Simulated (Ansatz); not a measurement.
**Tl2PtC2 (built on the sites of a database entry of Na2PdC2): a soft mode frozen in**

Wanted: the energy along a soft mode of Tl2PtC2 (built on the sites of a database entry of Na2PdC2) and the structure at the end.

Method: DFT PBEsol, scalar-relativistic, plane waves, PAW, in Ansatz 0.2.0.

The structure was built from a prototype and need not be the compound's stable phase.

## Step 1: Set-up

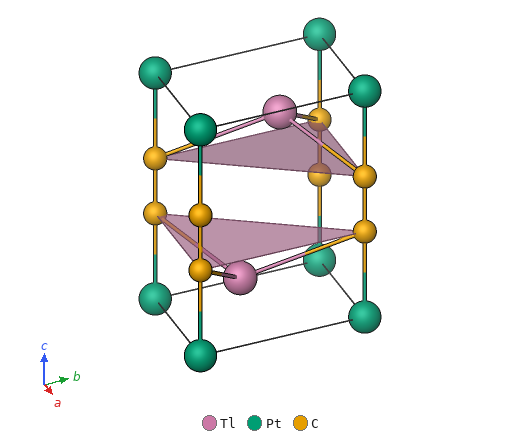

The starting structure, seen slightly off an axis (thallium pink, platinum teal, carbon orange). Some periodic images of atoms are drawn too.

## Step 2: Phonons on a q mesh

The cell comes from relaxations at this level that are not shown. Stability and thermal properties need the whole zone. Linear response on a 2×2×2 q mesh gives force constants as far as a supercell of that size would.

The input, input.yaml:

```yaml
crystal:
  lattice:
    - [4.9068469888, -3.3938e-06, 0.0]
    - [-2.4534205553, 4.2494558416, 0.0]
    - [0.0, 0.0, 5.2095241648]
  atoms:
    - { symbol: Tl, position: [0.3333333333, 0.6666666667, 0.7966088505] }
    - { symbol: Tl, position: [0.6666666667, 0.3333333333, 0.2033911495] }
    - { symbol: Pt, position: [0.0, 0.0, 0.0] }
    - { symbol: C, position: [0.0, 0.0, 0.6218403294] }
    - { symbol: C, position: [0.0, 0.0, 0.3781596706] }
kpoints:
  mp_grid: { grid: [10, 10, 6] }
hamiltonian:
  xc: pbesol
scf:
  occupations: { method: methfessel_paxton, width: 0.15 }
output:
  eigenvalues: true
phonons:
  method: dfpt
  qmesh: [2, 2, 2]
  temperatures: { t_max: 1000, t_step: 50 }
  qpath:
    path:
      - [[0.0, 0.0, 0.0], [0.5, 0.0, 0.0], [0.33333333, 0.33333333, 0.0], [0.0, 0.0, 0.0], [0.0, 0.0, 0.5], [0.5, 0.0, 0.5], [0.33333333, 0.33333333, 0.5], [0.0, 0.0, 0.5]]
      - [[0.5, 0.0, 0.5], [0.5, 0.0, 0.0]]
      - [[0.33333333, 0.33333333, 0.5], [0.33333333, 0.33333333, 0.0]]
    npoints: 10
```

Started as:

```console
ansatz run input.yaml --threads 8 --pin off --max-ram 14336MiB --backend cpu --events-out ev --progress --plain --runs-dir out
```

Numbers of over 12 decimals in the logs are rounded to 6 here.

Log:

```text
Warning: phonons: the dynamical matrix that this run interpolates holds no multipole term above the dipole-dipole one, and a site of this crystal is no centre of inversion, so its interpolated transverse optical and acoustic branches and sound speeds can stay off near Gamma, and the density of states and the thermodynamics with them. What a run solves at a wave vector of phonons.qpoints, Gamma apart, where the deck admits one, is free of this, and under fd what a larger phonons.supercell samples
Engine: ansatz 0.2.0, aarch64-unknown-linux-gnu
Pseudopotentials: kind: paw
Pseudopotential: Tl, paw, valence charge 13, recommended cutoff 420 eV (normal), Tl.paw.azcp
Pseudopotential: Pt, paw, valence charge 18, recommended cutoff 420 eV (normal), Pt.paw.azcp
Pseudopotential: C, paw, valence charge 4, recommended cutoff 420 eV (normal), C.paw.azcp
Functional definition: PBEsol
  exchange = pbesol_x
  correlation = pbesol_c
Crystal: 5 atoms, lattice volume = 108.626 Å³
Basis set: ecut = 420 eV, 2123 PW (Γ), exchange–correlation on 72×72×72 points (8 copies of the dense FFT grid, shifted against one another)
Bands: 32, of which v1, the nominal top of the filled ones, is band 26 counted from 1 (25 counted from 0)
Symmetry: 12 space group operations
k-points: 72 of 600
Non-local potential: Tl, projectors of the file, l = 0: 2, l = 1: 2, l = 2: 2, l = 3: 1
Non-local potential: Pt, projectors of the file, l = 0: 3, l = 1: 2, l = 2: 2, l = 3: 1
Non-local potential: C, projectors of the file, l = 0: 2, l = 1: 2, l = 2: 1
PAW form: soft (Blöchl's): semilocal exchange-correlation on the pseudo side does not see the compensation charge
PAW frozen core: Tl, regenerated for the run's functional, and the local potential with it (the file was generated under x = pbe(κ = 0.804, μ = 0.219515), c = pbe(β = 0.066725))
PAW frozen core: Pt, regenerated for the run's functional, and the local potential with it (the file was generated under x = pbe(κ = 0.804, μ = 0.219515), c = pbe(β = 0.066725))
PAW frozen core: C, regenerated for the run's functional, and the local potential with it (the file was generated under x = pbe(κ = 0.804, μ = 0.219515), c = pbe(β = 0.066725))
PAW one-centre angular grid: Tl, 590 points (default); XC on 64 Gauss nodes
PAW one-centre angular grid: Pt, 590 points (default); XC on 64 Gauss nodes
PAW one-centre angular grid: C, 110 points (default); XC on 64 Gauss nodes
Initial density: superposition of atomic densities (neutral atoms: chi_scale 0, normalization atom), corrected by the library's trained network
Initial wavefunctions: pseudopotential atomic-orbital guess
Functional: x = pbesol(κ = 0.804, μ = 0.123457), c = pbesol(β = 0.046)
SCF iter   1: F=—  HF=-35466.010153 eV  |F-HF|=—  |Δ(HF+E_count)|=         —  Δρ=4.17e-3  dr2=1.72e-2  ethr=1.77e-3  ⟨swp⟩=5.7  Hψ=9111  notcnv=0
preconditioner: auto → Resta (q_TF=auto, 2.413 Å⁻¹)  ε∞=5.6  [insulator: Δε(μ)=0.154 eV  Ē_g=11.014 eV  σ=0.150 eV  W_gap=0.57  n_scr=22 (ndim 8)  ℏωp=23.6 eV  f_vac=0.065  D(μ)=0.20/eV (n_scr^D=0)  ε∞_Penn≈5.6]
SCF iter   2: F=—  HF=-35466.008957 eV  |F-HF|=—  |Δ(HF+E_count)|=   1.20e-3  S|Δr|=    0.00e0  Δρ=1.89e-3  dr2=2.92e-3  ethr=3.31e-5  ⟨swp⟩=2.2  Hψ=4099  notcnv=0
SCF iter   3: F=—  HF=-35466.009281 eV  |F-HF|=—  |Δ(HF+E_count)|=   3.24e-4  S|Δr|=    0.00e0  Δρ=6.70e-4  dr2=9.45e-4  ethr=5.62e-6  ⟨swp⟩=3.0  Hψ=4134  notcnv=0
SCF iter   4: F=—  HF=-35466.009409 eV  |F-HF|=—  |Δ(HF+E_count)|=   1.28e-4  S|Δr|=    0.00e0  Δρ=3.49e-4  dr2=2.00e-4  ethr=1.82e-6  ⟨swp⟩=2.0  Hψ=3008  notcnv=0
SCF iter   5: F=—  HF=-35466.009502 eV  |F-HF|=—  |Δ(HF+E_count)|=   9.31e-5  S|Δr|=    0.00e0  Δρ=1.03e-4  dr2=2.04e-5  ethr=3.86e-7  ⟨swp⟩=2.0  Hψ=2984  notcnv=0
SCF iter   6: F=—  HF=-35466.009531 eV  |F-HF|=—  |Δ(HF+E_count)|=   2.85e-5  S|Δr|=    0.00e0  Δρ=2.84e-5  dr2=1.46e-6  ethr=3.91e-8  ⟨swp⟩=2.0  Hψ=3201  notcnv=0
SCF iter   7: F=—  HF=-35466.009535 eV  |F-HF|=—  |Δ(HF+E_count)|=   4.94e-6  S|Δr|=    0.00e0  Δρ=9.20e-6  dr2=9.46e-8  ethr=2.81e-9  ⟨swp⟩=2.0  Hψ=3737  notcnv=0
SCF iter   8: F=—  HF=-35466.009536 eV  |F-HF|=—  |Δ(HF+E_count)|=   1.04e-7  S|Δr|=    0.00e0  Δρ=1.81e-6  dr2=3.84e-9  ethr=1.82e-10  ⟨swp⟩=2.0  Hψ=3741  notcnv=0
SCF iter   9: F=—  HF=-35466.009536 eV  |F-HF|=—  |Δ(HF+E_count)|=   6.15e-9  S|Δr|=    0.00e0  Δρ=4.29e-7  dr2=2.05e-10  ethr=7.39e-12  ⟨swp⟩=2.0  Hψ=3730  notcnv=0
SCF iter  10: F=-35466.009536 eV  HF=-35466.009536 eV  |F-HF|=1.46e-11  |Δ(HF+E_count)|=  3.71e-10  S|Δr|=    0.00e0  Δρ=7.22e-8  dr2=6.47e-12  ethr=1.00e-12  ⟨swp⟩=8.5  Hψ=13352  notcnv=0
SCF 1 converged in 10 iterations: F = -35466.009536 eV  dr2 = 6.47e-12
  greatest PAW one-centre occupation: 1.000 electrons in one spin orbital (limit 2), on the Pt atom at site 2 (counted from 0), in its partial waves of l = 0
Initial density: read from a saved state, or passed on in memory by an earlier SCF of this step, an earlier step, the calling program or the single point that the run made first
iter 1 solved again at ethr=5.45e-8 eV; its pass at ethr=3.10e-3 eV (dr2=2.84e-5 eV) is discarded
SCF iter   1: F=—  HF=-35466.009536 eV  |F-HF|=—  |Δ(HF+E_count)|=         —  Δρ=4.95e-7  dr2=1.36e-10  ethr=5.45e-8  ⟨swp⟩=4.0  Hψ=15742  notcnv=0
eigensolver tolerance schedule: the retry pair's looser diagonalisation over-reported the residual by 209165.29 of it (diagonalisation noise at an unbounded share of the residual, at the tolerance the schedule requests for it); recorded, not acted on — ethr = c·dr2/N_el stays at c = 1.0e-1
preconditioner: auto → Resta (q_TF=auto, 2.413 Å⁻¹)  ε∞=5.6  [insulator: Δε(μ)=0.137 eV  Ē_g=11.034 eV  σ=0.150 eV  W_gap=0.54  n_scr=22 (ndim 8)  ℏωp=23.6 eV  f_vac=0.071  D(μ)=0.22/eV (n_scr^D=0)  ε∞_Penn≈5.6]
SCF iter   2: F=—  HF=-35466.009536 eV  |F-HF|=—  |Δ(HF+E_count)|=   6.93e-7  S|Δr|=    0.00e0  Δρ=2.65e-7  dr2=5.11e-11  ethr=1.00e-12  ⟨swp⟩=4.0  Hψ=7063  notcnv=0
SCF iter   3: F=—  HF=-35466.009536 eV  |F-HF|=—  |Δ(HF+E_count)|=  7.28e-12  S|Δr|=    0.00e0  Δρ=1.66e-7  dr2=1.61e-11  ethr=1.00e-12  ⟨swp⟩=1.0  Hψ=2304  notcnv=0
SCF iter   4: F=-35466.009536 eV  HF=-35466.009536 eV  |F-HF|=1.46e-11  |Δ(HF+E_count)|=    0.00e0  S|Δr|=    0.00e0  Δρ=8.34e-8  dr2=4.48e-12  ethr=1.00e-12  ⟨swp⟩=2.8  Hψ=5238  notcnv=0
SCF 2 converged in 4 iterations: F = -35466.009536 eV  dr2 = 4.48e-12
phonons: the bands overlap, so this run is a metal and interpolates without the dipole-dipole term. If the crystal is really an insulator or semiconductor, its LO-TO splitting is missing
NSCF: frozen V_eff on 72 k-points
NSCF: frozen V_eff on 304 k-points
DFPT response loops at q = (0, 0, 0) (fractional): preconditioner auto → Kerker (q_TF=auto, 2.413 Å⁻¹) (partly filled bands, converged f_vac=0.071); β = 1.00, the filter's whole step (`scf.mixing.beta` (0.50) is not read by the response loops under this deck's `scf.mixing.preconditioner`; to damp them name `kerker` or `kerker_dos`, under which they read `scf.mixing.beta`, and type it under 1.00, their step now; both keys bind the ground state too); Broyden in place of MSR1
NSCF: frozen V_eff on 608 k-points
DFPT response loops at q = (0, 0, -0.5) (fractional): mixed as the last ones told, above
NSCF: frozen V_eff on 608 k-points
DFPT response loops at q = (0, -0.5, 0) (fractional): mixed as the last ones told, above
NSCF: frozen V_eff on 608 k-points
DFPT response loops at q = (0, -0.5, -0.5) (fractional): mixed as the last ones told, above
SCF converged after 10 iterations
Stability not checked: this state was not tested for a lower state beside it, because cold or Methfessel-Paxton smearing, or corrected tetrahedra, fill the levels in a way that the test cannot read (fill_not_monotonic; see scf.lower_state_search)
Free energy (F): -35466.009536 eV
Harris-Foulkes:  -35466.009536 eV  (|F-HF|=1.46e-11)
Internal energy: -35466.010437 eV  (E = F + TS)
E sigma→0 (E₀):  -35466.009761 eV
Entropy (-TS):   0.000902 eV (0.180 meV/atom)
Fermi energy:    8.917419 eV
Step filling:    the computed levels leave a gap of 0.0027 eV = 0.0 smearing widths at the electron count; against every level under it full and every level over it empty, smearing changes F+E_penalty+E_count by -0.341 meV and its σ→0 estimate by -0.566 meV
--- Per-component energies (eV) ---
  E_band       = -390.579752
  E_kinetic    = 1478.142751
  E_local      = -5161.838534  (includes V_loc(G=0)·N_el)
  E_nonlocal   = 897.287707
  E_hartree    = 1974.071798
  E_xc         = -811.167953
  E_vxc        = -702.199009  (∫ρ·V_xc dr)
  E_paw        = -29540.480550  (= ΣΔE_a)
  E_vpaw       = -850.116579  (= ΣTr[D̂ρ^β])
  E_aug_tail   = 0.000282  (compensation charges beyond the density's cutoff)
  E_ewald      = -4302.431651
  E_core_change = 0.405712  (= ΣΔE_core)
  E_smearing   = 0.000902  (= −TS)
  E_closure    = -0.000000  (closes the sum)
  Σ components = -35466.009536   (vs F -35466.009536, Δ=0.00e0)
--- Band table (eV; the first three rows and the last of 72) ---
  k-point 0: bands = [... 22 lower, 5.9323, 5.9323, 6.2152, 8.2675, 11.5861, 12.0655, 12.0655, 13.0281, ... 2 higher]
  k-point 1: bands = [... 22 lower, 6.1671, 6.4737, 6.4737, 8.5947, 11.3908, 11.7896, 11.7896, 12.8310, ... 2 higher]
  k-point 2: bands = [... 22 lower, 6.4734, 7.5097, 7.5097, 9.1803, 10.8630, 10.8630, 11.1155, 12.8118, ... 2 higher]
  k-point 71: bands = [... 22 lower, 6.5423, 6.7729, 7.7469, 7.8402, 9.6077, 9.7447, 12.5368, 12.5547, ... 2 higher]
--- Phonons (Γ-DFPT): 6 representative perturbations + reference (Σ response iterations 20) ---
  ASR residual: 4.149e-5 → 0.000e0 eV/Å²; symmetrization residual: 4.882e-6 eV/Å²
  ASR residual per site (eV/Å²): 3.46e-5 3.46e-5 4.15e-5 1.12e-5 1.12e-5
  Γ frequencies (cm⁻¹): 0.00 0.00 0.00 11.46 46.14 66.34 66.34 86.45 86.45 244.01 244.01 385.94 385.94 575.39 1816.54
--- Phonons (arbitrary-q DFPT): 4 irreducible q on the 2×2×2 mesh ---
  q = [0.0000, 0.0000, 0.0000] (star 1, of the zone-centre solve; hermiticity 1.02e-7, symmetrization 3.07e-8): -0.00 -0.00 0.00 11.46 46.14 66.34 66.34 86.45 86.45 244.01 244.01 385.94 385.94 575.39 1816.54
  q = [0.0000, 0.0000, -0.5000] (star 1, 6 solved perturbations in 1128 linear systems a pass and spin channel, the states on 304 of 600 k-point pairs; hermiticity 1.57e-5, symmetrization 7.65e-6): 18.06 18.06 20.11 42.59 55.31 55.31 86.29 86.29 147.30 147.30 187.90 463.42 463.42 681.88 1809.30
  q = [0.0000, -0.5000, 0.0000] (star 3, 9 solved perturbations in 2340 linear systems a pass and spin channel, the states on 304 of 600 k-point pairs; hermiticity 1.16e-7, symmetrization 7.65e-8): -16.84 11.87 16.72 20.92 48.95 57.66 72.78 78.35 87.52 227.85 247.50 378.20 386.21 572.93 1810.62
  q = [0.0000, -0.5000, -0.5000] (star 3, 9 solved perturbations in 2340 linear systems a pass and spin channel, the states on 304 of 600 k-point pairs; hermiticity 8.50e-6, symmetrization 4.39e-6): 8.09 19.77 32.60 40.43 57.25 67.91 73.81 84.46 114.09 135.50 185.92 461.17 466.02 681.09 1805.86
  sum rule: each row above includes the acoustic sum rule's correction from the zone centre's row sums; it moved no ω² by more than (0.50 cm⁻¹)²
  mesh force constants: q→R imaginary residual 1.92e-18; ASR residual 4.149e-5 → 0.000e0 eV/Å²; symmetrization residual 2.132e-14 eV/Å²
  interpolated dispersion: 93 rows × 15 modes
  density of states and harmonic sums: on the 16×16×12 q-mesh, interpolated from the force constants of a 2×2×2 supercell (no non-analytic term)
  largest difference from the sums on the solved wave vectors: F 7.54e-2 eV, S 7.67e-5 and C_V 1.83e-5 eV/K
  zero-point energy: 0.258041 eV/cell   skipped modes (ω ≤ 0): 226, of them read as no rigid motion or as one in doubt: 223 (7.633e-1 modes/cell left out, lowest -19.32 cm⁻¹)   left out of the sums: 5.10e-2 of the cell's modes: C_V's classical limit lies that fraction below 3 k_B per atom; for a crystal, a wire or a layer, F and S can be off by more, and a phonons.interpolated_qmesh denser along its periods is the remedy for the sampling
```

It took 5 min on 8 threads of Arm Neoverse V2, shared host; peak memory 2.6 GiB.

In the SCF lines HF is the Harris–Foulkes energy and dr2 the Hartree energy of the density residual, in eV; the loop may stop once dr2 is under the threshold and the program's other checks hold. Hψ counts applications of the Hamiltonian.

Numbers from this step:

* volume per atom: 21.73 Å³
* gap on the k-mesh: 0 eV
* sum-rule residual before enforcement: 4.15e-5 eV/Å²
* lowest frequency on the path: -19.45 cm⁻¹
* point group: -3m
* highest frequency on the path or at a solved wavevector: 1817 cm⁻¹
* highest optical mode at the zone centre (no LO-TO term): 1817 cm⁻¹
* lowest optical zone-centre mode: 11.46 cm⁻¹
* lowest mode on the q mesh (acoustic modes at Γ apart): -16.84 cm⁻¹

Frequencies (cm⁻¹) solved at each irreducible wavevector; negative means imaginary. Frequencies by wavevector, by row:

| q in reciprocal lattice units | star | mode 1 | mode 2 | mode 3 | mode 4 | mode 13 | mode 14 | mode 15 |
| --- | --- | --- | --- | --- | --- | --- | --- | --- |
| 0 0 0 | 1 | 0 | 0 | 0 | 11.5 | 385.9 | 575.4 | 1816 |
| 0 0 -0.5 | 1 | 18.1 | 18.1 | 20.1 | 42.6 | 463.4 | 681.9 | 1809 |
| 0 -0.5 0 | 3 | -16.8 | 11.9 | 16.7 | 20.9 | 386.2 | 572.9 | 1811 |
| 0 -0.5 -0.5 | 3 | 8.1 | 19.8 | 32.6 | 40.4 | 466 | 681.1 | 1806 |

Interpolated from a 2×2×2 q mesh. The phonon branches at the labelled points (cm⁻¹):

| point | branch 1 | branch 2 | branch 3 | branch 4 | branch 12 | branch 13 | branch 14 | branch 15 |
| --- | --- | --- | --- | --- | --- | --- | --- | --- |
| Γ | 0 | 0 | 0 | 12 | 386 | 386 | 575 | 1816 |
| M | -17 | 12 | 17 | 21 | 378 | 386 | 573 | 1811 |
| K | -16 | 8 | 8 | 46 | 382 | 382 | 572 | 1810 |
| Γ | 0 | 0 | 0 | 12 | 386 | 386 | 575 | 1816 |
| A | 18 | 18 | 20 | 43 | 463 | 463 | 682 | 1809 |
| L | 8 | 20 | 33 | 40 | 461 | 466 | 681 | 1806 |
| H | 11 | 11 | 42 | 42 | 464 | 464 | 681 | 1805 |
| A | 18 | 18 | 20 | 43 | 463 | 463 | 682 | 1809 |
| jump to L | 8 | 20 | 33 | 40 | 461 | 466 | 681 | 1806 |
| M | -17 | 12 | 17 | 21 | 378 | 386 | 573 | 1811 |
| jump to H | 11 | 11 | 42 | 42 | 464 | 464 | 681 | 1805 |
| K | -16 | 8 | 8 | 46 | 382 | 382 | 572 | 1810 |

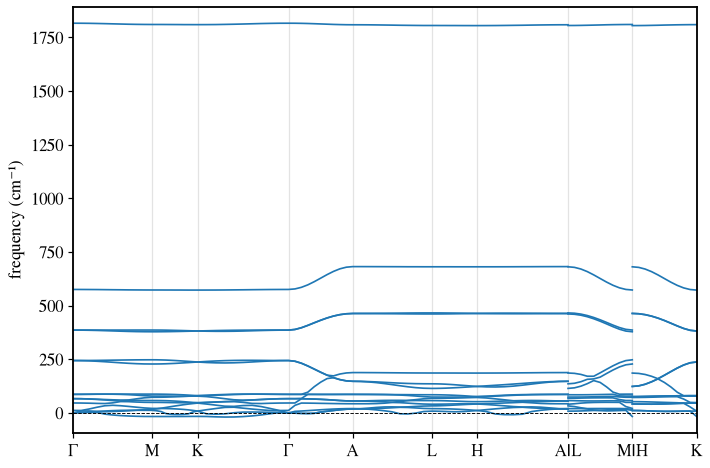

Phonon branches along the path.

Symmetry leaves 4 wavevectors to solve. The lowest mode among them, the acoustic zeros apart, lies at q = (0, -0.5, 0) and is imaginary, 16.8i cm⁻¹, so the energy falls along it.

## Step 3: The mode frozen in, largest atomic shift 0 Å

The mode followed lies at q = (0, -0.5, 0) with frequency 16.8i cm⁻¹, the softest among the wavevectors solved. At small amplitude the distorted cell has space group no. 11 by a symmetry search on the positions. The undistorted cell that holds it gives the zero of energy on the same k mesh.

System of this step: Tl2PtC2 (built on the sites of a database entry of Na2PdC2). It takes space group P-3m1 (No. 164, trigonal). The conventional cell has a = 4.907 Å, b = 4.907 Å, c = 5.210 Å, α = 90.00°, β = 90.00°, γ = 120.00°. Nearest to Tl lie 3 C at 2.98 Å and 3 Pt at 3.02 Å. Nearest to Pt lie 2 C at 1.97 Å and 6 Tl at 3.02 Å. C has 1 C at 1.27 Å and 1 Pt at 1.97 Å nearest. Farther neighbours are not listed.

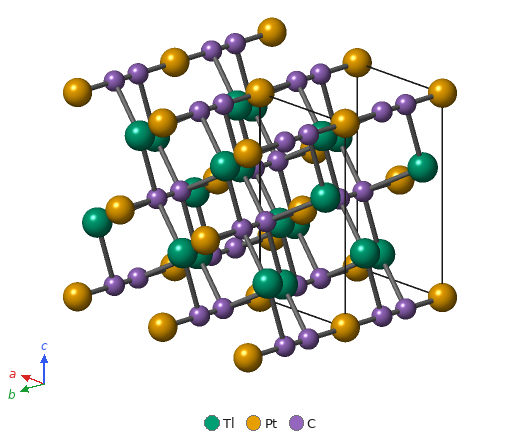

The cell of this step (thallium teal, platinum orange, carbon purple). 2×2×1 cells are drawn. Some periodic images of atoms are drawn too.

The input, input.yaml:

```yaml
crystal:
  lattice:
    - [-4.9068469888, 3.3938e-06, 0.0]
    - [0.0, 0.0, -5.2095241648]
    - [-5.8782e-06, -8.4989082895, 0.0]
  atoms:
    - { symbol: Tl, position: [0.5, 0.2033911495, 0.1666666667] }
    - { symbol: Tl, position: [0.0, 0.2033911495, 0.6666666667] }
    - { symbol: Tl, position: [1.0, 0.7966088505, 0.3333333333] }
    - { symbol: Tl, position: [0.5, 0.7966088505, 0.8333333333] }
    - { symbol: Pt, position: [0.0, 1.0, 0.0] }
    - { symbol: Pt, position: [0.5, 1.0, 0.5] }
    - { symbol: C, position: [0.5, 0.3781596706, 0.5] }
    - { symbol: C, position: [1.0, 0.3781596706, 1.0] }
    - { symbol: C, position: [0.0, 0.6218403294, 0.0] }
    - { symbol: C, position: [0.5, 0.6218403294, 0.5] }
kpoints:
  mp_grid: { grid: [6, 6, 4] }
hamiltonian:
  xc: pbesol
scf:
  occupations: { method: methfessel_paxton, width: 0.15 }
output:
  forces: true
  stress: true
  eigenvalues: true
```

Log:

```text
[...]
Crystal: 10 atoms, lattice volume = 217.252 Å³
Basis set: ecut = 420 eV, 4265 PW (Γ), exchange–correlation on 72×72×120 points (8 copies of the dense FFT grid, shifted against one another)
Bands: 63, of which v1, the nominal top of the filled ones, is band 52 counted from 1 (51 counted from 0)
Symmetry: 8 space group operations
[...]
k-points: 56 of 144
[...]
k-point 0: bands = [... 48 lower, 6.3621, 6.6340, 7.8386, 8.2674, 10.5698, 10.7903, 11.5861, 12.0651, ... 6 higher]
  k-point 1: bands = [... 48 lower, 6.7186, 7.1087, 7.8939, 8.4222, 10.4518, 10.7110, 10.7220, 11.6637, ... 6 higher]
  k-point 2: bands = [... 48 lower, 7.1881, 7.1881, 8.3534, 8.3534, 10.0681, 10.0681, 11.1052, 11.1052, ... 6 higher]
  k-point 55: bands = [... 48 lower, 8.1458, 8.1458, 8.5537, 8.5537, 8.5755, 8.5755, 9.1834, 9.1834, ... 6 higher]
[key lines of the parts left out:]
SCF converged after 8 iterations
Free energy (F): -70932.021910 eV
Fermi energy:    8.816326 eV
P = ⅓ Tr σ = 0.0023 GPa (0.023 kbar)
```

It took 5 s on 8 threads; peak memory 1.2 GiB; 38 s of CPU time.

This step gave:

```
pressure                         : 0.002293 GPa
energy from the undistorted cell : 0 meV/atom
```

The run ends at a pressure of 0.00 GPa, with forces up to 0.023 eV/Å.

(Continued in part 2 of 3.)

[Logs are printed without paths, hosts, clocks, repeated set-up lines and the standing remarks that a program may print on its own settings, such as how far it seeks lower states.]

[Hosts, paths, dates, database ids (printed as entryN), source tags and the programs' standing remarks are cut or masked in the printed files.]
